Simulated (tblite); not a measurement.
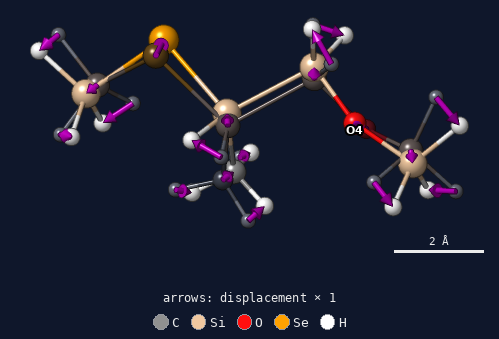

A relaxation of CH12OSeSi4. The starting structure is drawn faded, the final one solid; purple arrows show the displacements, at their true length. The two geometries are superimposed by the best rigid fit.

A ball-and-stick model, seen at a tilt.

Computed with tblite 0.8.0, GFN2-xTB geometry optimisation, gas phase. 

**What happened in the run?**

The atom that moves furthest after the best rigid fit is the O atom (1.25 Å). By element the largest moves are O 1.25 Å, Se 0.96 Å, H 0.91 Å, C 0.40 Å, Si 0.39 Å. Among the contacts that change: Si–Si 2.835 → 3.196 Å, O–Si 1.732 → 1.623 Å, Si–Si 2.233 → 2.312 Å, C–Si 1.854 → 1.911 Å. Among the angles between lasting bonds that change: Si–O–Si 110.6° → 160.5°, Si–Si–H 107.6° → 117.8°, Se–Si–H 110.3° → 102.5°. Groups turn about O–Si by about 95°, O–Si by about 90°, Se–Si by about 45°. After 212 geometry steps the energy has fallen by 94.7 kJ/mol. The run took 2.1 s on 1 thread of Arm Neoverse V2 (shared host).
